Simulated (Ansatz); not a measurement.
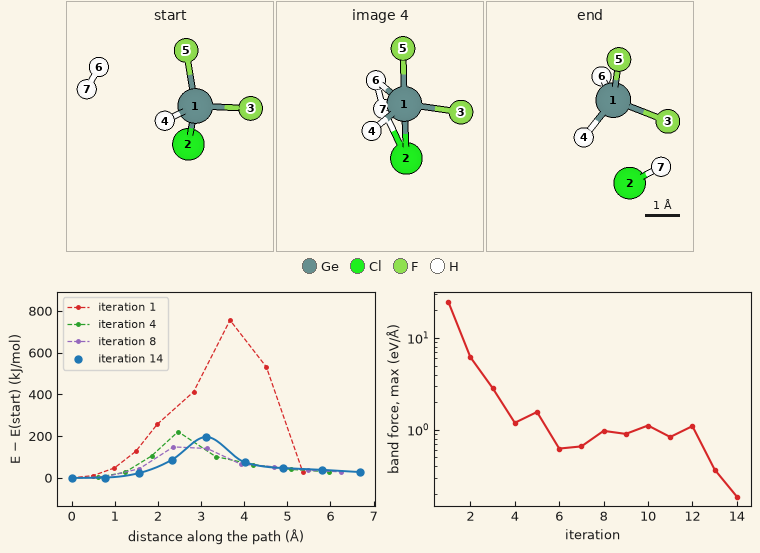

A nudged-elastic-band calculation for GeH3ClF2, made up at the start of GeHClF₂ and H₂. Images are numbered from 0 (start) to 8 (end). The plot follows the band through its iterations. The picture is a ball-and-stick view, seen from a free direction.

These are results of RKS PBE0-D4/def2-SVP (Ansatz 0.2.0), not measurements. Settings: 7 movable images; climbing image; force threshold 0.2 eV/Å; iteration limit 60; starting path through a guess of the saddle point.

### Did the band converge, and can the barrier be trusted?

The run met only a loose threshold, so the barrier can't be trusted yet. The band converged in 14 iterations. The largest component of the band force went from 25 to 0.19 eV/Å. The climbing image converged on the top of the path. Its curvatures weren't checked. The force threshold is so loose that the height of the top is at best an upper bound. The first iteration put the highest image at 756.1 kJ/mol. Forward barrier 196.3 kJ/mol, backward barrier 167.3 kJ/mol, with image 4 at the top; the reaction energy is +29.1 kJ/mol.

Limits of the set-up: the start holds two separate molecules, 2.7 Å apart at their closest, whose relative position is a soft coordinate.

The run took 3.6 min on 2 threads of Arm Neoverse V1, on a shared host, peak memory 0.23 GiB.
